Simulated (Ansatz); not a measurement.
System: CH$_{2}$BO$_{2}$ (charge −1).

Input

```
crystal:
  periodic: [false, false, false]
  atoms:
    - { symbol: O, position_ang: [-0.62868, 0.85094, -1.01173] }
    - { symbol: C, position_ang: [-0.73326, -0.12402, 0.14714] }
    - { symbol: B, position_ang: [-2.1245, -0.73177, 0.15516] }
    - { symbol: O, position_ang: [-2.02013, 0.30167, 0.99122] }
    - { symbol: H, position_ang: [-1.18223, 0.45824, -1.69441] }
    - { symbol: H, position_ang: [-3.04876, -1.45628, -0.05608] }
total_charge: -1
basis:
  gaussian: { orbitals: def2-SVP }
hamiltonian:
  xc: lda
relax:
  f_tol: 0.015
  max_steps: 40
output:
  orbitals: {}
```

Launched as:

```sh
ansatz run input.yaml --threads 1 --pin off --max-ram 2048MiB --backend cpu --events-out ev --progress --plain --runs-dir out
```

The fields are those of the relaxed geometry.

The highest occupied orbital lies above zero, a sign that basis and functional describe the outermost electron poorly.

Method: RKS LDA/def2-SVP in Ansatz.

Q: What can the converged electron density and electron localisation function tell about the bonding?

A: C–O (1.29 Å): ρ at the midpoint is about 2.7 e/Å³; the ELF peaks at about 0.90 between the atoms: a shared but strongly polarised pair.
B–O (1.31 Å): the density is about 2.4 e/Å³ at the midpoint; the ELF peaks at about 0.90 between the atoms; a polar covalent bond.
C–B (1.69 Å): ρ at the midpoint is about 1.2 e/Å³; the ELF peaks at about 0.95 between the atoms: a shared electron pair.
O–H (1.19 Å): the density is about 2.4 e/Å³ at the midpoint; the ELF peaks at about 0.90 between the atoms.

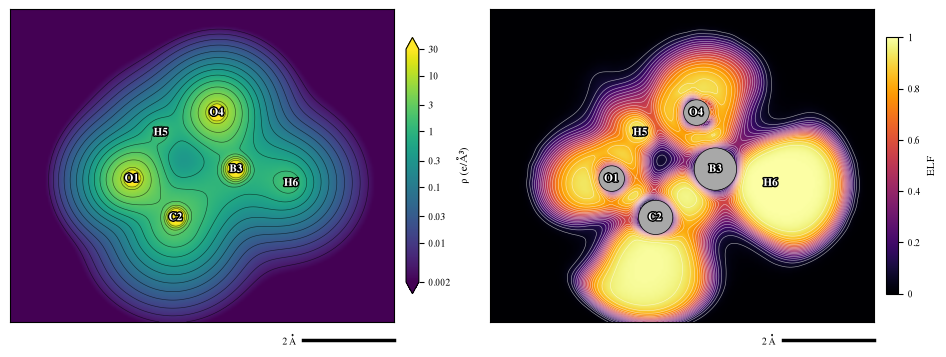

Computed electron density and electron localisation function on the molecular plane, in this order. Grey discs cover the atomic cores in the ELF map. 
